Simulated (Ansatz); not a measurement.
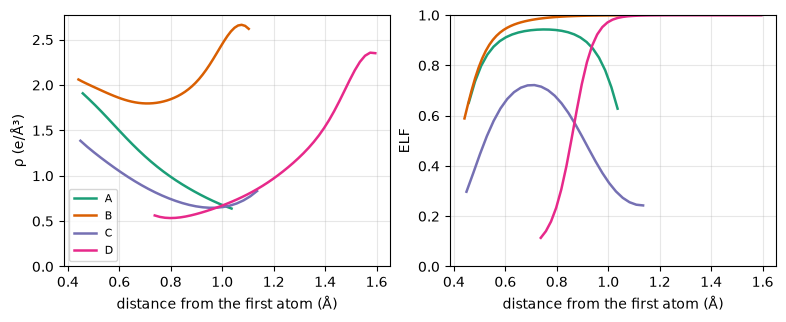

*CH4AgAl. Electron density and electron localisation function along straight lines between neighbouring atoms. The curves leave out the atomic cores.*

Geometry: r2SCAN-D4/def2-SVP; core potentials replace the inner electrons of Ag.

All numbers below come from isolated molecule in a Gaussian basis; Kohn-Sham density functional theory, functional PBE0 in Ansatz 0.2.0.

```yaml
atoms:
  - { symbol: C, position_ang: [-0.5619, -0.8297, 0.4685] }
  - { symbol: Ag, position_ang: [1.2973, -1.5523, -0.2271] }
  - { symbol: Al, position_ang: [-0.1934, 0.8755, -0.3524] }
  - { symbol: H, position_ang: [-0.6398, 1.1412, -1.8605] }
  - { symbol: H, position_ang: [-1.2746, -1.5459, 0.0262] }
  - { symbol: H, position_ang: [-0.4812, -0.9797, 1.5583] }
  - { symbol: H, position_ang: [0.5703, 2.0044, 0.4762] }
```

Which curve belongs to which contact (Al–H, C–Ag, C–Al and C–H)? The first atom named is at distance zero.

Answer. Curve A: C–Al (1.93 Å): the density is about 0.72 e/Å³ at the midpoint; the ELF peaks at about 0.95 between the atoms (a polar covalent bond). Curve B: C–H (1.10 Å): ρ is about 1.9 e/Å³ halfway; the ELF climbs to about 1 towards the hydrogen, as it does in any bond to H (a covalent bond by its length). Curve C: C–Ag (2.11 Å): the density is about 0.69 e/Å³ at the midpoint; the ELF peaks at about 0.70 in the valence shell of C, 0.7 Å from its nucleus, and is about 0.25 at the midpoint. Curve D: Al–H (1.60 Å): the density is about 0.53 e/Å³ at the midpoint; the ELF climbs to about 1 towards the hydrogen.
